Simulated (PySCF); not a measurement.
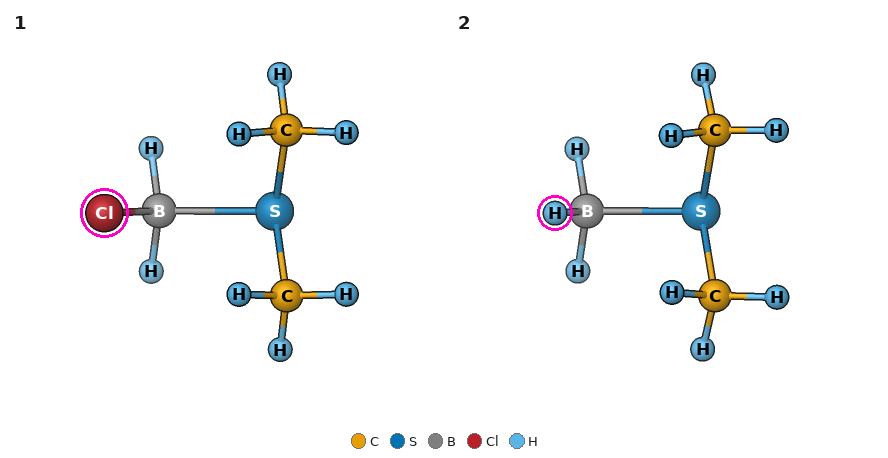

2 molecules with one skeleton, seen from the same side and at one scale; the atom that differs is circled. Charge 0, singlet. Computed geometries: PBE0-D3(BJ)/def2-SVP optimisations, one conformation each. Properties computed with PySCF 2.14.0.

One atom differs, called X below: Cl in panel 1, H in panel 2. Their formulas are C2H8BClS (`C[S+](C)[BH2-]Cl`), C2H9BS (`[BH3-][S+](C)C`).

In which is the HOMO–LUMO gap larger (PBE0/STO-3G)?

Answer. In panel 2 (X = H).

In which is the dipole moment larger (PBE0/STO-3G)?

Answer. In panel 1 (X = Cl).

Give the values. With PBE0-D3(BJ)/def2-SVP: length of X–B (Å), angle S–B–X (°). With PBE0/STO-3G: dipole moment (D), HOMO energy (Kohn–Sham orbital) (eV), HOMO–LUMO gap (eV), Hirshfeld charge of X (e), GIAO shielding of the B bonded to X (ppm).

| quantity | 1 (Cl) | 2 (H) | 2 − 1 |
| --- | --- | --- | --- |
| length of X–B (Å) | 1.849 | 1.223 | −0.626 |
| angle S–B–X (°) | 108.1 | 105.4 | −2.7 |
| dipole moment (D) | 6.14 | 5.35 | −0.79 |
| HOMO energy (Kohn–Sham orbital) (eV) | −5.00 | −5.76 | −0.76 |
| HOMO–LUMO gap (eV) | 9.74 | 10.87 | +1.13 |
| Hirshfeld charge of X (e) | −0.32 | −0.12 | +0.20 |
| GIAO shielding of the B bonded to X (ppm) | 129.7 | 143.5 | +13.8 |
